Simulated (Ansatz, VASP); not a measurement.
# Hf4AlGe in two plane-wave programs

Wanted: the spread between two codes on one cell, functional and k mesh. The cell is invented: As first built, before any earlier steps moved the atoms: it takes the Hf4AlSi structure with some of its atoms replaced by other elements, volume scaled by an estimate. It may not be a known or stable phase. The cell comes out of the VASP series on this material, whose earlier steps may have relaxed, scaled or displaced it; both programs get it as it stands.

Calculated with Ansatz 0.2.0; plane waves, with VASP 6.6.1 beside it; relaxation of cell and atoms at r2SCAN.

## Step 1: Starting point

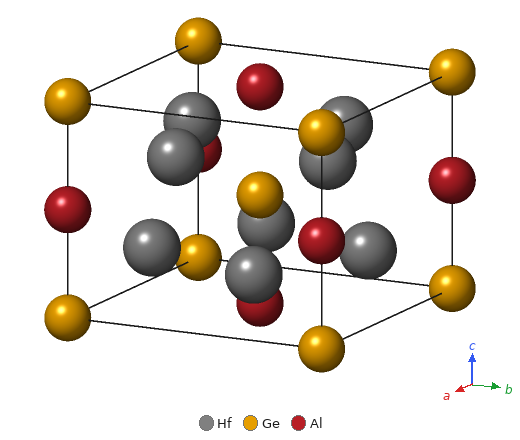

The starting structure, seen from a free direction (hafnium grey, germanium orange, aluminium red). This picture shows the conventional cell, with its axes. Some periodic images of atoms are drawn too.

## Step 2: Ansatz: relaxation of cell and atoms, r2SCAN

Ansatz runs on its default PAW (the set named soft_2) files.

The relaxed volume is the usual yardstick between codes: its relative difference is about their pressure difference at one cell divided by the bulk modulus.

The input, input.yaml:

```yaml
crystal:
  lattice:
    - [-3.3687378371, 3.3687378371, 2.6291158632]
    - [3.3687378371, -3.3687378371, 2.6291158632]
    - [3.3687378371, 3.3687378371, -2.6291158632]
  atoms:
    - { symbol: Hf, position: [0.4037135706, 0.9037135706, 0.8074271312] }
    - { symbol: Hf, position: [0.0962864294, 0.5962864294, 0.1925728688] }
    - { symbol: Hf, position: [0.5962864294, 0.4037135706, 0.5] }
    - { symbol: Hf, position: [0.9037135706, 0.0962864294, 0.5] }
    - { symbol: Ge, position: [0.0, 0.0, 0.0] }
    - { symbol: Al, position: [0.5, 0.5, 0.0] }
hamiltonian:
  xc: r2scan
  pseudopotentials: { kind: paw }
kpoints:
  mp_grid: { grid: [6, 6, 6] }
scf:
  occupations: { method: fermi_dirac, width: 0.05 }
relax:
  f_tol: 0.01
  max_steps: 60
  cell: { stress_tol: 0.05 }
output:
  forces: true
  stress: true
```

On the command line:

```bash
$ ansatz run input.yaml --threads 4 --pin off --max-ram 9216MiB --backend cpu --events-out ev --progress --plain --runs-dir out
```

Numbers of over 12 decimals in the logs are rounded to 6 here.

The log of the run:

```text
Engine: ansatz 0.2.0, x86_64-unknown-linux-gnu
Pseudopotentials: kind: paw
Pseudopotential: Hf, paw, valence charge 26, recommended cutoff 500 eV (meta_gga), Hf.paw.azcp
Pseudopotential: Ge, paw, valence charge 14, recommended cutoff 500 eV (meta_gga), Ge.paw.azcp
Pseudopotential: Al, paw, valence charge 3, recommended cutoff 500 eV (meta_gga), Al.paw.azcp
Functional definition: r2SCAN
  parameter k0 = 0.174
  parameter k1 = 0.065
  parameter a1 = 4.9479
  exchange = r2scan_x(k0 = k0, k1 = k1, a1 = a1)
  correlation = r2scan_c
Crystal: 6 atoms, lattice volume = 119.345 Å³
Basis set: ecut = 500 eV, 3033 PW (Γ), exchange–correlation on 160×160×160 points (64 copies of the dense FFT grid, shifted against one another)
Bands: 73, of which v1, the nominal top of the filled ones, is band 61 counted from 1 (60 counted from 0)
Symmetry: 8 space group operations
Space group: I422 (ITA 97), of the structure as read, at distance tolerance 4.9e-5 Å
k-points: 30 of 216 (time reversal used)
Non-local potential: Hf, projectors of the file, l = 0: 3, l = 1: 2, l = 2: 2, l = 3: 3
Non-local potential: Ge, projectors of the file, l = 0: 2, l = 1: 2, l = 2: 3, l = 3: 1
Non-local potential: Al, projectors of the file, l = 0: 2, l = 1: 2, l = 2: 1
PAW form: soft (Blöchl's): semilocal exchange-correlation on the pseudo side does not see the compensation charge
PAW frozen core: Hf, regenerated for the run's functional (the file was generated under x = pbe(κ = 0.804, μ = 0.219515), c = pbe(β = 0.066725))
PAW frozen core: Ge, regenerated for the run's functional (the file was generated under x = pbe(κ = 0.804, μ = 0.219515), c = pbe(β = 0.066725))
PAW frozen core: Al, regenerated for the run's functional (the file was generated under x = pbe(κ = 0.804, μ = 0.219515), c = pbe(β = 0.066725))
PAW one-centre angular grid: Hf, 974 points (default); XC on 160 Gauss nodes
PAW one-centre angular grid: Ge, 590 points (default); XC on 160 Gauss nodes
PAW one-centre angular grid: Al, 302 points (default); XC on 160 Gauss nodes
Initial density: superposition of atomic densities (neutral atoms: chi_scale 0, normalization atom), corrected by the library's trained network
Initial wavefunctions: pseudopotential atomic-orbital guess
Functional: x = r2scan, c = r2scan; τ floored in thin density (d = 2e-4 eV/Å³)
SCF iter   1: F=—  HF=-67778.791997 eV  |F-HF|=—  |Δ(HF+E_count)|=         —  Δρ=8.36e-3  dr2=6.22e-2  dr2_τ=1.06e-1  ethr=1.77e-3  ⟨swp⟩=5.6  Hψ=6661  notcnv=0  defer=36
preconditioner: auto → Kerker (q_TF=auto, 2.735 Å⁻¹)  [metal: Δε(μ)=0.020 eV  Ē_g=18.778 eV  σ=0.050 eV  W_gap=0.10  n_scr=46 (ndim 8)  ℏωp=36.1 eV  f_vac=0.000  D(μ)=3.47/eV (n_scr^D=16)]
SCF iter   2: F=—  HF=-67778.817770 eV  |F-HF|=—  |Δ(HF+E_count)|=   2.58e-2  Δρ=3.96e-3  dr2=2.68e-2  dr2_τ=3.02e-3  ethr=5.14e-5  ⟨swp⟩=2.0  Hψ=4556  notcnv=0  defer=154
SCF iter   3: F=—  HF=-67778.815688 eV  |F-HF|=—  |Δ(HF+E_count)|=   2.08e-3  Δρ=3.08e-3  dr2=1.48e-2  dr2_τ=5.10e-4  ethr=2.22e-5  ⟨swp⟩=2.0  Hψ=2876  notcnv=0  defer=154
SCF iter   4: F=—  HF=-67778.816194 eV  |F-HF|=—  |Δ(HF+E_count)|=   5.06e-4  Δρ=6.07e-4  dr2=6.10e-4  dr2_τ=3.59e-5  ethr=1.22e-5  ⟨swp⟩=2.0  Hψ=3591  notcnv=0  defer=154
SCF iter   5: F=—  HF=-67778.815938 eV  |F-HF|=—  |Δ(HF+E_count)|=   2.56e-4  Δρ=2.55e-4  dr2=4.42e-5  dr2_τ=3.49e-6  ethr=5.04e-7  ⟨swp⟩=2.0  Hψ=3728  notcnv=0  defer=154
SCF iter   6: F=—  HF=-67778.815951 eV  |F-HF|=—  |Δ(HF+E_count)|=   1.26e-5  Δρ=7.87e-5  dr2=9.82e-6  dr2_τ=5.10e-7  ethr=3.65e-8  ⟨swp⟩=2.0  Hψ=3852  notcnv=0  defer=154
SCF iter   7: F=—  HF=-67778.815953 eV  |F-HF|=—  |Δ(HF+E_count)|=   2.10e-6  Δρ=2.74e-5  dr2=1.17e-6  dr2_τ=9.47e-8  ethr=8.12e-9  ⟨swp⟩=2.0  Hψ=3717  notcnv=0  defer=154
SCF iter   8: F=—  HF=-67778.815953 eV  |F-HF|=—  |Δ(HF+E_count)|=   1.07e-7  Δρ=5.25e-6  dr2=4.36e-8  dr2_τ=2.33e-9  ethr=8.26e-11  ⟨swp⟩=3.2  Hψ=9288  notcnv=0
SCF iter   9: F=-67778.815953 eV  HF=-67778.815953 eV  |F-HF|=1.57e-9  |Δ(HF+E_count)|=   1.67e-8  Δρ=1.27e-6  dr2=2.73e-9  dr2_τ=1.89e-10  ethr=3.60e-11  ⟨swp⟩=4.0  Hψ=7528  notcnv=0
SCF 1 converged in 9 iterations: F = -67778.815953 eV  dr2 = 2.73e-9
  greatest PAW one-centre occupation: 0.998 electrons in one spin orbital (limit 2), on the Hf atom at site 0 (counted from 0), in its partial waves of l = 3
relax step   1: F+E_penalty+E_count = -67778.81595276 eV  Δ(F+E_penalty+E_count) = +0.000e0 eV  max|allowed force component| = 4.992e-2 eV/Å  Δτ_max = 0.0000 Å  P = -1.526 GPa  Ω = 119.345 Å³  (9 SCF iters, dr2 threshold 1.00e-7 eV, accepted)
[...]
relax step   2: F+E_penalty+E_count = -67778.78943017 eV  Δ(F+E_penalty+E_count) = +2.652e-2 eV  max|allowed force component| = 2.284e-1 eV/Å  Δτ_max = 0.0238 Å  P = +2.830 GPa  Ω = 115.384 Å³  energy of the carried Pulay correction = +5.469e-4 eV  (8 SCF iters, dr2 threshold 6.00e-7 eV, rejected (line search))
[...]
relax step   3: F+E_penalty+E_count = -67778.82400836 eV  Δ(F+E_penalty+E_count) = -8.056e-3 eV  max|allowed force component| = 5.360e-3 eV/Å  Δτ_max = 0.0039 Å  P = -0.024 GPa  Ω = 117.918 Å³  energy of the carried Pulay correction = +1.949e-4 eV  (11 SCF iters, accepted)
[...]
relax step   4: F+E_penalty+E_count = -67778.82382289 eV  Δ(F+E_penalty+E_count) = +1.855e-4 eV  max|allowed force component| = 5.375e-3 eV/Å  Δτ_max = 0.0000 Å  P = -0.026 GPa  Ω = 117.918 Å³  stress off target by 3.21e-2 GPa  SCF on the basis re-selected at this cell (its energy is not comparable with the rows above)  (5 SCF iters)
basis re-selected at this cell: Δ(F+E_penalty+E_count) = +1.855e-4 eV, ΔP = -0.002 GPa vs the last step (what re-selecting the basis moved, of the pressure what is left beyond the Pulay correction that the steps carried, after the strain that the cell walked since its last selection, with what the two solves' SCF thresholds leave and, on support functions, any second-order correction that the steps lacked; it is no m [...]
SCF converged after 5 iterations
Free energy (F): -67778.823823 eV
Harris-Foulkes:  -67778.823823 eV  (|F-HF|=0.00e0)
Internal energy: -67778.794766 eV  (E = F + TS)
E sigma→0 (E₀):  -67778.809294 eV
Entropy (-TS):   -0.029057 eV (-4.843 meV/atom)
Fermi energy:    17.364726 eV
--- Per-component energies (eV) ---
  E_band       = -115.309610
  E_kinetic    = 1828.709356
  E_local      = -23809.013333  (includes V_loc(G=0)·N_el)
  E_nonlocal   = -4564.744321
  E_hartree    = 11140.519445
  E_xc         = -1239.917941
  E_vxc        = -1272.702843  (∫ρ·V_xc dr)
  E_paw        = -30314.401792  (= ΣΔE_a)
  E_vpaw       = 5358.864008  (= ΣTr[D̂ρ^β])
  E_aug_tail   = 0.000012  (compensation charges beyond the density's cutoff)
  E_vtau       = 62.538212  (kinetic-family band-sum trace: ∫τ·v_τ [+ j·A + Jᵃ·Aᵃ] dr)
  E_ewald      = -20820.086406
  E_core_change = 0.140214  (= ΣΔE_core)
  E_smearing   = -0.029057  (= −TS)
  E_closure    = 0.000000  (closes the sum)
  Σ components = -67778.823823   (vs F -67778.823823, Δ=0.00e0)
--- Forces (eV/Å), atoms counted from 1 ---
  atom   1  Hf    -0.00537493    -0.00537493     0.00000000
  atom   2  Hf     0.00537493     0.00537493     0.00000000
  atom   3  Hf    -0.00537493     0.00537493     0.00000000
  atom   4  Hf     0.00537493    -0.00537493     0.00000000
  atom   5  Ge    -0.00000000     0.00000000     0.00000000
  atom   6  Al     0.00000000     0.00000000     0.00000000
  max |Σ_I F_I| component: 5.55e-17 eV/Å
--- Stress (GPa, compression-positive) ---
       -0.022388       0.000000       0.000000
        0.000000      -0.022388       0.000000
       -0.000000       0.000000      -0.032125
  P = ⅓ Tr σ = -0.0256 GPa (-0.256 kbar)
--- Relaxed structure (3 steps of the walk, 2 accepted, 1 SCFs on fresh bases) ---
  F+E_penalty+E_count = -67778.82382289 eV   max|allowed force component| = 5.375e-3 eV/Å   (the final SCF, on the basis selected at the relaxed cell)
  cell:  # Å, volume = 117.9180 Å³
    - [-3.352204, 3.352204, 2.623368]
    - [3.352204, -3.352204, 2.623368]
    - [3.352204, 3.352204, -2.623368]
  atoms:
    - { symbol: Hf, position: [0.403304, 0.903304, 0.806607] }
    - { symbol: Hf, position: [0.096696, 0.596696, 0.193393] }
    - { symbol: Hf, position: [0.596696, 0.403304, 0.5] }
    - { symbol: Hf, position: [0.903304, 0.096696, 0.5] }
    - { symbol: Ge, position: [0, 0, 0] }
    - { symbol: Al, position: [0.500000, 0.500000, 0] }
```

Elapsed: 40 s, on 4 threads of Intel Xeon Platinum 8488C (Sapphire Rapids), shared host; peak memory 0.89 GiB.

[end of part 1 of 2]

[Lines on the potential files, build, host, timing and source positions are cut from VASP's logs without a mark.]

[Logs are printed without paths, hosts, clocks, repeated set-up lines and the standing remarks that a program may print on its own settings, such as how far it seeks lower states.]

[Hosts, paths, dates, database ids (printed as entryN), source tags and the programs' standing remarks are cut or masked in the printed files.]
